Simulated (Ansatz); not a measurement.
# Electron scattering at the Σ5 (210) boundary in bcc Nb, part 3 of 3

Wanted: what the Σ5 (210) boundary in bcc Nb costs an interconnect.

Ansatz 0.2.0; Ansatz plane-wave DFT, r2SCAN, PAW files; relaxation of a bicrystal slab with its lowest layers held; PAW set soft_1 (the session's first sound run).

So far. Step 3 (Transmission across the boundary): Over the solved energies the transmission per spin lies between 2.68 and 3.10, out of 5.90 channels of the lead on average (up to 6.45). Step 4 (Specific resistance): Averaged over the energies near the Fermi level, 49.1 % of the channels pass, which makes 0.555 fΩ m².

### 5. Single-crystal slab for reference

This step: Ansatz plane-wave DFT, r2SCAN, PAW files; relaxation of a single-crystal slab with its lowest layers held; PAW set soft_1 (Ansatz 0.2.0).

System of this step: Nb slab, plane (2, 1, 0). The cell holds 26 atoms: 26 Nb. Its edges and angles: a = 7.393 Å, b = 3.306 Å, c = 29.483 Å, α = 90.0°, β = 90.0°, γ = 90.0°. It derives from Nb. Vacuum lies along c.

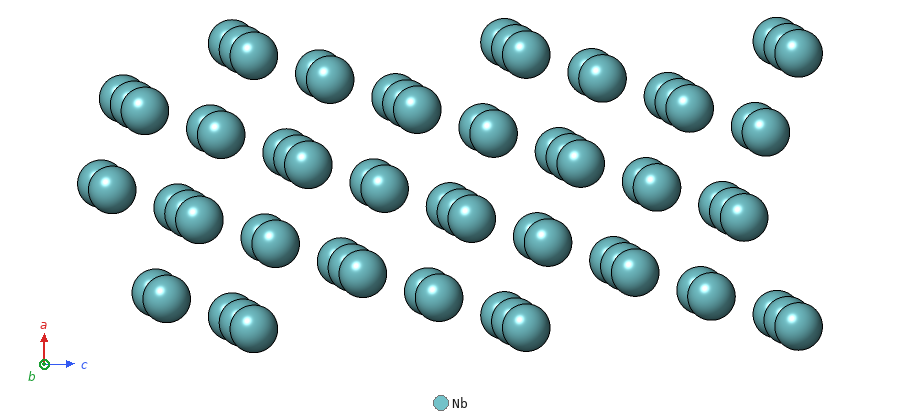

The cell of this step (niobium teal). 1×2×1 cells are drawn. Some periodic images of atoms are drawn too.

Input file input.yaml:

```yaml
crystal:
  lattice:
    - [7.393111554, 0.0, 0.0]
    - [0.0, 3.3063, 0.0]
    - [0.0, 0.0, 29.482778885]
  atoms:
    - { symbol: Nb, position: [0.5, 0.5, 0.1695905267] }
    - { symbol: Nb, position: [0.8, 0.0, 0.1946665604] }
    - { symbol: Nb, position: [0.1, 0.5, 0.219742594] }
    - { symbol: Nb, position: [0.4, 0.0, 0.2448186277] }
    - { symbol: Nb, position: [0.7, 0.5, 0.2698946613] }
    - { symbol: Nb, position: [0.0, 0.0, 0.294970695] }
    - { symbol: Nb, position: [0.3, 0.5, 0.3200467286] }
    - { symbol: Nb, position: [0.6, 0.0, 0.3451227623] }
    - { symbol: Nb, position: [0.9, 0.5, 0.3701987959] }
    - { symbol: Nb, position: [0.2, 0.0, 0.3952748296] }
    - { symbol: Nb, position: [0.5, 0.5, 0.4203508632] }
    - { symbol: Nb, position: [0.8, 0.0, 0.4454268969] }
    - { symbol: Nb, position: [0.1, 0.5, 0.4705029305] }
    - { symbol: Nb, position: [0.4, 0.0, 0.4955789642] }
    - { symbol: Nb, position: [0.7, 0.5, 0.5206549978] }
    - { symbol: Nb, position: [0.0, 0.0, 0.5457310315] }
    - { symbol: Nb, position: [0.3, 0.5, 0.5708070651] }
    - { symbol: Nb, position: [0.6, 0.0, 0.5958830988] }
    - { symbol: Nb, position: [0.9, 0.5, 0.6209591324] }
    - { symbol: Nb, position: [0.2, 0.0, 0.6460351661] }
    - { symbol: Nb, position: [0.5, 0.5, 0.6711111997] }
    - { symbol: Nb, position: [0.8, 0.0, 0.6961872333] }
    - { symbol: Nb, position: [0.1, 0.5, 0.721263267] }
    - { symbol: Nb, position: [0.4, 0.0, 0.7463393006] }
    - { symbol: Nb, position: [0.7, 0.5, 0.7714153343] }
    - { symbol: Nb, position: [0.0, 0.0, 0.7964913679] }
kpoints:
  mp_grid: { grid: [3, 7, 1] }
hamiltonian:
  xc: r2scan
  pseudopotentials: { kind: paw, azcp: { folder: soft_1 } }
scf:
  occupations: { method: fermi_dirac, width: 0.1 }
relax:
  f_tol: 0.03
  max_steps: 80
  constraints: [{ sites: [0, 1, 2, 3, 4] }]
```

Command:

```bash
$ ansatz run input.yaml --threads 4 --pin off --max-ram 15360MiB --backend cpu --events-out ev --progress --plain --runs-dir out
```

Numbers of over 12 decimals in the logs are rounded to 6 here.

The log of the run:

```text
Warning: crystal.symmetry: narrowed to the stabiliser of the relax constraints — unitary ops 4 → 2; lowered at sites 0, 1, 2, 3, 4, 21, 22, 23, 24, 25 (the operations that carried what is held of a site onto what its image site leaves free; the constrained walk keeps no symmetry that its constraints do not admit)
[...]
Crystal: 26 atoms, lattice volume = 720.672 Å³
Basis set: ecut = 500 eV, 18253 PW (Γ), exchange–correlation on 216×100×864 points (64 copies of the dense FFT grid, shifted against one another)
Bands: 203, of which v1, the nominal top of the filled ones, is band 169 counted from 1 (168 counted from 0)
Symmetry: 2 space group operations
k-points: 8 of 21 (time reversal used)
[...]
SCF iter   1: F=—  HF=-118667.880975 eV  |F-HF|=—  |Δ(HF+E_count)|=         —  Δρ=7.38e-2  dr2=6.53e2  dr2_τ=1.79e0  ethr=3.10e-3  ⟨swp⟩=9.4  Hψ=7990  notcnv=0
[...]
SCF iter   9: F=-118647.699992 eV  HF=-118647.699990 eV  |F-HF|=1.78e-6  |Δ(HF+E_count)|=   3.32e-5  Δρ=2.04e-5  dr2=3.88e-6  dr2_τ=2.60e-7  ethr=6.66e-9  ⟨swp⟩=5.1  Hψ=6093  notcnv=0
SCF 1 converged in 9 iterations: F = -118647.699992 eV  dr2 = 3.88e-6
[...]
relax step   1: F+E_penalty+E_count = -118647.69999153 eV  Δ(F+E_penalty+E_count) = +0.000e0 eV  max|allowed force component| = 1.849e0 eV/Å  Δτ_max = 0.0000 Å  (9 SCF iters, dr2 threshold 2.25e-5 eV, accepted)
[...]
SCF iter   1: F=—  HF=-118647.310228 eV  |F-HF|=—  |Δ(HF+E_count)|=         —  Δρ=7.55e-3  dr2=1.90e0  dr2_τ=3.42e0  ethr=4.70e-4  ⟨swp⟩=2.1  Hψ=6011  notcnv=0  defer=7
eigensolver tolerance schedule calibrated: the retry pair's looser diagonalisation under-reported the residual by θ = 0.17 (0.20/decade); ethr = c·dr2/N_el runs at the constant in force after the calibration composes with the one it found (an armed cap, an earlier calibration), c = 2.4e-2
[...]
SCF iter   2: F=—  HF=-118648.014831 eV  |F-HF|=—  |Δ(HF+E_count)|=   7.05e-1  Δρ=3.41e-3  dr2=3.51e-1  dr2_τ=2.98e-2  ethr=1.37e-4  ⟨swp⟩=3.6  Hψ=3554  notcnv=0  defer=7
[...]
SCF iter   7: F=-118648.004609 eV  HF=-118648.004614 eV  |F-HF|=4.72e-6  |Δ(HF+E_count)|=   1.41e-5  Δρ=2.22e-5  dr2=8.88e-6  dr2_τ=1.17e-6  ethr=7.18e-9  ⟨swp⟩=2.9  Hψ=5264  notcnv=0
SCF 2 converged in 7 iterations: F = -118648.004609 eV  dr2 = 8.88e-6
[...]
relax step   2: F+E_penalty+E_count = -118648.00460919 eV  Δ(F+E_penalty+E_count) = -3.046e-1 eV  max|allowed force component| = 2.958e-1 eV/Å  Δτ_max = 0.1985 Å  (7 SCF iters, dr2 threshold 1.00e-4 eV, accepted)
[...]
SCF iter   7: F=-118648.019149 eV  HF=-118648.019151 eV  |F-HF|=2.50e-6  |Δ(HF+E_count)|=   7.46e-6  Δρ=1.70e-5  dr2=5.32e-6  dr2_τ=3.95e-7  ethr=1.62e-9  ⟨swp⟩=3.2  Hψ=6392  notcnv=0
SCF 3 converged in 7 iterations: F = -118648.019149 eV  dr2 = 5.32e-6
relax step   3: F+E_penalty+E_count = -118648.01914880 eV  Δ(F+E_penalty+E_count) = -1.454e-2 eV  max|allowed force component| = 2.035e-1 eV/Å  Δτ_max = 0.1487 Å  (7 SCF iters, dr2 threshold 5.47e-6 eV, accepted)
[...]
relax step   4: F+E_penalty+E_count = -118648.03896840 eV  Δ(F+E_penalty+E_count) = -1.982e-2 eV  max|allowed force component| = 9.873e-2 eV/Å  Δτ_max = 0.0921 Å  (8 SCF iters, dr2 threshold 2.59e-6 eV, accepted)
[...]
relax step   5: F+E_penalty+E_count = -118648.04212292 eV  Δ(F+E_penalty+E_count) = -3.155e-3 eV  max|allowed force component| = 3.425e-2 eV/Å  Δτ_max = 0.0228 Å  (6 SCF iters, dr2 threshold 2.29e-6 eV, accepted)
[...]
relax step   6: F+E_penalty+E_count = -118648.04222018 eV  Δ(F+E_penalty+E_count) = -9.727e-5 eV  max|allowed force component| = 4.203e-2 eV/Å  Δτ_max = 0.0132 Å  (7 SCF iters, accepted)
SCF iter   1: F=—  HF=-118648.027744 eV  |F-HF|=—  |Δ(HF+E_count)|=         —  Δρ=3.89e-4  dr2=7.33e-3  dr2_τ=2.12e-2  ethr=8.04e-6  ⟨swp⟩=2.0  Hψ=3283  notcnv=0  defer=6
[...]
SCF iter   6: F=-118648.042427 eV  HF=-118648.042427 eV  |F-HF|=3.47e-8  |Δ(HF+E_count)|=   6.90e-8  Δρ=2.29e-6  dr2=4.19e-8  dr2_τ=2.77e-9  ethr=2.96e-11  ⟨swp⟩=5.4  Hψ=5884  notcnv=0
SCF 7 converged in 6 iterations: F = -118648.042427 eV  dr2 = 4.19e-8
relax step   7: F+E_penalty+E_count = -118648.04242705 eV  Δ(F+E_penalty+E_count) = -2.069e-4 eV  max|allowed force component| = 1.512e-2 eV/Å  Δτ_max = 0.0084 Å  (6 SCF iters, accepted)
[...]
SCF iter   2: F=-118648.042427 eV  HF=-118648.042427 eV  |F-HF|=2.59e-9  |Δ(HF+E_count)|=   1.06e-8  Δρ=7.36e-7  dr2=7.76e-9  dr2_τ=2.40e-10  ethr=1.24e-11  ⟨swp⟩=4.4  Hψ=4906  notcnv=0
SCF 8 converged in 2 iterations: F = -118648.042427 eV  dr2 = 7.76e-9
SCF converged after 2 iterations
Free energy (F): -118648.042427 eV
[...]
Internal energy: -118646.920387 eV  (E = F + TS)
E sigma→0 (E₀):  -118647.481407 eV
Entropy (-TS):   -1.122040 eV (-43.155 meV/atom)
Fermi energy:    10.328687 eV
[...]
--- Forces (eV/Å), atoms counted from 1 ---
  atom   1  Nb     0.59211716    -0.00000000     1.84643419
  atom   2  Nb    -0.57751826     0.00000000    -0.15318636
  atom   3  Nb    -0.14341632     0.00000000    -0.14097334
  atom   4  Nb     0.19754153     0.00000000    -0.99973609
  atom   5  Nb    -0.07432312     0.00000000    -0.55237064
  atom   6  Nb    -0.00009474    -0.00000000     0.00017301
  atom   7  Nb     0.00003605    -0.00000000    -0.00004298
  atom   8  Nb     0.00139372    -0.00000000     0.00174616
  atom   9  Nb    -0.00122759     0.00000000    -0.00100408
  atom  10  Nb    -0.00044490     0.00000000    -0.00044206
  atom  11  Nb     0.00077413     0.00000000     0.00028430
  atom  12  Nb     0.00136838    -0.00000000     0.00180134
  atom  13  Nb    -0.00020788    -0.00000000    -0.00187130
  atom  14  Nb    -0.00185093     0.00000000    -0.00096959
  atom  15  Nb     0.00261153     0.00000000     0.00059498
  atom  16  Nb     0.00057144    -0.00000000    -0.00042040
  atom  17  Nb     0.00073606    -0.00000000    -0.00108645
  atom  18  Nb    -0.00495534    -0.00000000     0.00085211
  atom  19  Nb     0.00933808     0.00000000     0.00321609
  atom  20  Nb    -0.00181295     0.00000000     0.00037649
  atom  21  Nb    -0.00293790     0.00000000    -0.00175491
  atom  22  Nb     0.00448893    -0.00000000     0.00599158
  atom  23  Nb    -0.01375620    -0.00000000     0.01123127
  atom  24  Nb     0.00967713     0.00000000    -0.00390269
  atom  25  Nb    -0.00030463    -0.00000000     0.00013799
  atom  26  Nb     0.00214905     0.00000000    -0.01507089
  max |Σ_I F_I| component: 4.76e-5 eV/Å
--- Relaxed structure (7 steps of the walk, 7 accepted, 0 SCFs on fresh bases) ---
  F+E_penalty+E_count = -118648.04242705 eV   max|allowed force component| = 1.512e-2 eV/Å
  atoms:
    - { symbol: Nb, position: [0.5, 0.500000, 0.169591] }
    - { symbol: Nb, position: [0.8, 0.0, 0.194667] }
    - { symbol: Nb, position: [0.1, 0.500000, 0.219743] }
    - { symbol: Nb, position: [0.4, 0.0, 0.244819] }
    - { symbol: Nb, position: [0.700000, 0.500000, 0.269895] }
    - { symbol: Nb, position: [-0.00296482, 6.530099584939807e-19, 0.294311] }
    - { symbol: Nb, position: [0.295896, 0.500000, 0.319437] }
    - { symbol: Nb, position: [0.599666, -1.772028992687956e-19, 0.345302] }
    - { symbol: Nb, position: [0.902097, 0.500000, 0.369922] }
    - { symbol: Nb, position: [0.202030, 4.126911295506101e-19, 0.394858] }
    - { symbol: Nb, position: [0.501655, 0.500000, 0.419991] }
    - { symbol: Nb, position: [0.801487, 3.8994830095884974e-19, 0.445033] }
    - { symbol: Nb, position: [0.101524, 0.500000, 0.470297] }
    - { symbol: Nb, position: [0.401412, 3.29104428773254e-19, 0.495247] }
    - { symbol: Nb, position: [0.701567, 0.500000, 0.520342] }
    - { symbol: Nb, position: [0.00219511, 0, 0.545634] }
    - { symbol: Nb, position: [0.302087, 0.500000, 0.570629] }
    - { symbol: Nb, position: [0.601598, 1.7005852186945948e-19, 0.595711] }
    - { symbol: Nb, position: [0.904087, 0.500000, 0.619668] }
    - { symbol: Nb, position: [0.207349, -1.1430820482984102e-19, 0.646151] }
    - { symbol: Nb, position: [0.505645, 0.500000, 0.671083] }
    - { symbol: Nb, position: [0.802576, 9.36123257987629e-19, 0.695242] }
    - { symbol: Nb, position: [0.105712, 0.500000, 0.720948] }
    - { symbol: Nb, position: [0.415177, 0, 0.746279] }
    - { symbol: Nb, position: [0.707280, 0.500000, 0.769535] }
    - { symbol: Nb, position: [-0.003788, 1.016248956500366e-17, 0.786226] }
```

Elapsed: 10 min, on 4 threads of Arm Neoverse V1, shared host; peak memory 4.4 GiB.

Relaxation path:

```csv
step,energy less that of the first step (eV),largest force component (eV/Å)
1,0.0000,1.8489
2,-0.3046,0.2958
3,-0.3192,0.2035
4,-0.3390,0.0987
5,-0.3421,0.0343
6,-0.3422,0.0420
7,-0.3424,0.0151
```

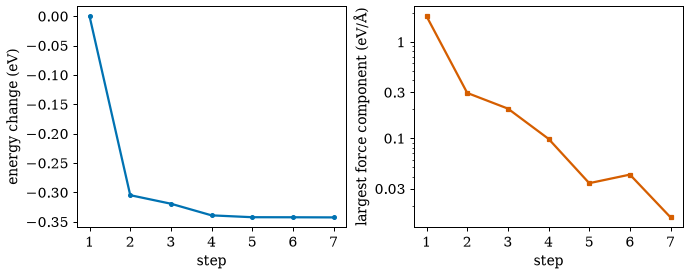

Energy and largest force along the relaxation.

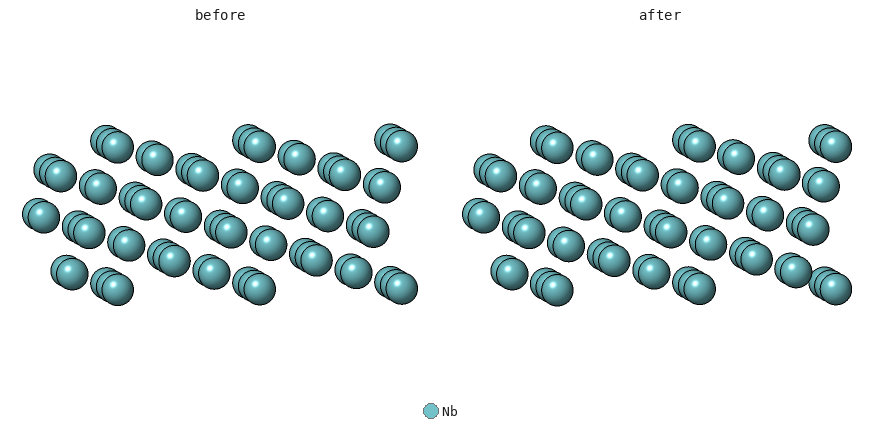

Before and after, at one scale.

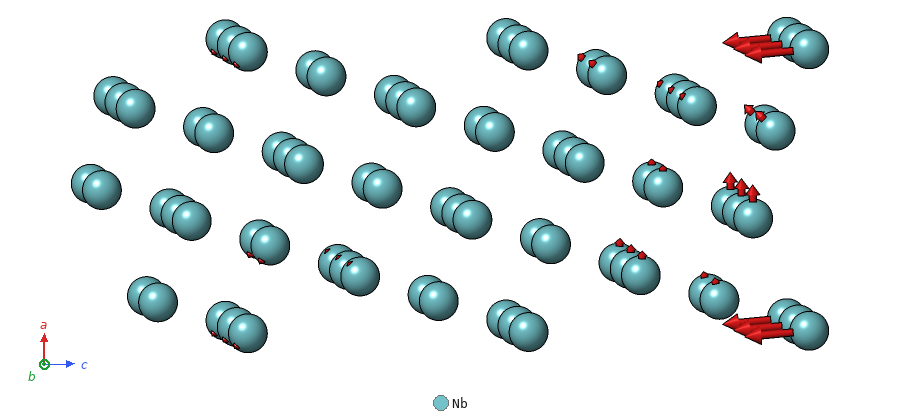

Displacements in the relaxation, exaggerated; the longest in the cell stands for 0.30 Å. 1×2×1 cells are drawn. Some periodic images of atoms are drawn too.

The atoms that moved most (Å):

```csv
atom,dx,dy,dz,length
Nb26,-0.028,0.000,-0.303,0.304
Nb24,0.112,0.000,-0.002,0.112
Nb25,0.054,0.000,-0.055,0.077
Nb20,0.054,0.000,0.003,0.054
Nb19,0.030,0.000,-0.038,0.049
Nb23,0.042,0.000,-0.009,0.043
Nb21,0.042,0.000,-0.001,0.042
Nb7,-0.030,0.000,-0.018,0.035
```

The relaxed structure:

```
Nb
1.0
     7.39311    0.00000    0.00000
     0.00000    3.30630    0.00000
     0.00000    0.00000   29.48278
Nb
26
Cartesian
  3.6966 1.6531 5.0000
  5.9145 0.0000 5.7393
  0.7393 1.6531 6.4786
  2.9572 0.0000 7.2179
  5.1752 1.6531 7.9572
  -0.0219 0.0000 8.6771
  2.1876 1.6531 9.4179
  4.4334 0.0000 10.1805
  6.6693 1.6531 10.9063
  1.4936 0.0000 11.6415
  3.7088 1.6531 12.3825
  5.9255 0.0000 13.1208
  0.7506 1.6531 13.8657
  2.9677 0.0000 14.6012
  5.1868 1.6531 15.3411
  0.0162 0.0000 16.0868
  2.2334 1.6531 16.8237
  4.4477 0.0000 17.5632
  6.6840 1.6531 18.2695
  1.5330 0.0000 19.0503
  3.7383 1.6531 19.7854
  5.9335 0.0000 20.4977
  0.7815 1.6531 21.2555
  3.0694 0.0000 22.0024
  5.2290 1.6531 22.6880
  -0.0280 0.0000 23.1801
```

This step gave:

* free energy: -118648.0424 eV
* energy at zero smearing: -118647.4814 eV
* Fermi energy: 10.33 eV

The largest force component on a free atom ends at 0.015 eV/Å, under the tolerance of 0.03, after 7 steps.

### 6. Bulk reference

This step: Ansatz plane-wave DFT, r2SCAN, PAW files; bulk reference; PAW set soft_1 (Ansatz 0.2.0).

System of this step: Nb. The structure is cubic, space group Im-3m (No. 229). The conventional cell has a = 3.306 Å, b = 3.306 Å, c = 3.306 Å, α = 90.00°, β = 90.00°, γ = 90.00°. Nb has 8 Nb at 2.86 Å nearest.

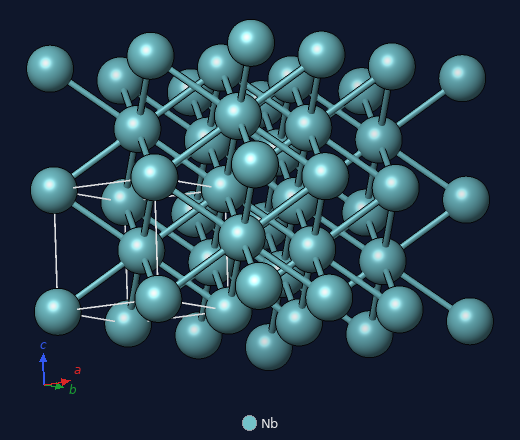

The cell of this step (niobium teal). 2×3×2 conventional cells are drawn. Some periodic images of atoms are drawn too.

input.yaml, the sections that differ from step 5:

```yaml
crystal:
  lattice:
    - [-1.65315, 1.65315, 1.65315]
    - [1.65315, -1.65315, 1.65315]
    - [1.65315, 1.65315, -1.65315]
  atoms:
    - { symbol: Nb, position: [0.0, 0.0, 0.0] }
kpoints:
  mp_grid: { grid: [18, 18, 18] }
# hamiltonian, scf: as in step 5
# relax: removed
```

The log of the run:

```text
[...]
Crystal: 1 atoms, lattice volume = 18.072 Å³
Basis set: ecut = 500 eV, 459 PW (Γ), exchange–correlation on 96×96×96 points (64 copies of the dense FFT grid, shifted against one another)
Bands: 11, of which v1, the nominal top of the filled ones, is band 7 counted from 1 (6 counted from 0)
Symmetry: 48 space group operations
[...]
k-points: 195 of 5832
[...]
SCF iter   1: F=—  HF=-4564.021697 eV  |F-HF|=—  |Δ(HF+E_count)|=         —  Δρ=7.68e-2  dr2=1.25e0  dr2_τ=1.86e-2  ethr=3.10e-3  ⟨swp⟩=5.0  Hψ=12330  notcnv=0
[...]
SCF iter   6: F=-4563.680601 eV  HF=-4563.680601 eV  |F-HF|=7.23e-9  |Δ(HF+E_count)|=   2.63e-7  Δρ=1.40e-5  dr2=1.73e-8  dr2_τ=1.65e-9  ethr=7.69e-10  ⟨swp⟩=3.0  Hψ=4921  notcnv=0
SCF 1 converged in 6 iterations: F = -4563.680601 eV  dr2 = 1.73e-8
[...]
SCF converged after 6 iterations
Free energy (F): -4563.680601 eV
[...]
Internal energy: -4563.634526 eV  (E = F + TS)
E sigma→0 (E₀):  -4563.657563 eV
Entropy (-TS):   -0.046075 eV (-46.075 meV/atom)
Fermi energy:    17.691632 eV
[...]
```

Wall time 1.3 s (4 threads); peak memory 0.34 GiB.

This step gave:

| Item | Value |
| --- | --- |
| free energy | -4563.6806 eV |
| energy at zero smearing | -4563.6576 eV |
| Fermi energy | 17.69 eV |

### 7. Boundary energy

This step: Ansatz plane-wave DFT, r2SCAN, PAW files; bicrystal less single-crystal slab less bulk atoms, a boundary area; PAW set soft_1 (Ansatz 0.2.0).

This step gave:

```yaml
excess_energy_of_the_cell: 1.914 eV
boundary_energy: 1.254 J/m²
```

The boundary costs 1.3 J/m².

By hand: 1.91 eV / 24.44 Å² × 16.02 = 1.25 J/m².

### 8. Summary of results

```json
{"specific resistance of the boundary": "0.555 fΩ m²", "share of channels that pass": "0.491", "boundary energy": "1.25 J/m²"}
```

**Reading.** The boundary has a specific resistance of 0.55 fΩ m² and an energy of 1.3 J/m². The boundary reflects 51 % of the channels; 0.55 fΩ m² is 5.5×10⁻¹² Ω·cm². One starting structure was relaxed; another shift or atom count at the boundary may lie lower.

[Logs are printed without paths, hosts, clocks, repeated set-up lines and the standing remarks that a program may print on its own settings, such as how far it seeks lower states.]

[Hosts, paths, dates, database ids (printed as entryN), source tags and the programs' standing remarks are cut or masked in the printed files.]
